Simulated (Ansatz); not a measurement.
## Strength of the C–Al bond: Al(CH3)Br2 → AlBr2 + CH3

Species: Al(CH3)Br2, singlet; AlBr2 `[Br][Al][Br]`, doublet; CH3 (methyl radical) `[CH3]`, doublet. 

Shapes, held fixed at every level: PBE0-D4/def2-TZVP. Programs: Ansatz 0.2.0. Electronic energies: no zero-point or thermal term.

| level | kind | ΔE (kJ/mol) | less CCSD(T)/def2-TZVPP |
| --- | --- | --- | --- |
| HF/def2-SVP | Hartree–Fock | +251.8 | -99.6 |
| HF/def2-TZVPP | Hartree–Fock | +244.4 | -107.0 |
| B3LYP-D4/def2-TZVPP | global hybrid | +336.8 | -14.6 |
| PBE0-D4/def2-TZVPP | global hybrid | +342.3 | -9.1 |
| wB97M-V/def2-TZVPP | range-separated hybrid | +364.6 | +13.2 |
| CCSD/def2-SVP | coupled cluster or CI | +336.1 | -15.3 |
| CCSD/def2-TZVPP | coupled cluster or CI | +343.8 | -7.6 |
| CCSD(T)/def2-TZVPP | coupled cluster or CI | +351.4 | 0.0 |

The highest level, CCSD(T)/def2-TZVPP, gives ΔE = +351.4 kJ/mol; the levels span +244.4 to +364.6. The column of differences is taken from that level and isn't an error. Hartree–Fock misses the correlation of the pair that is broken and comes out low. No measured value is set beside it here. Open shells run unrestricted unless RO is named. Relativity is left out for Br unless named. Correlated rows may include outer-core shells of Br, which these sets cover unevenly.

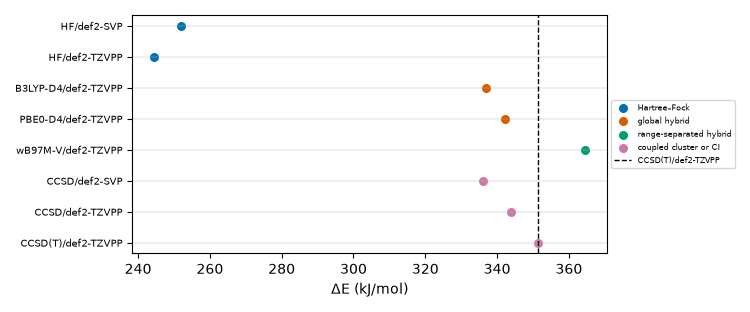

The values of the table, level by level.
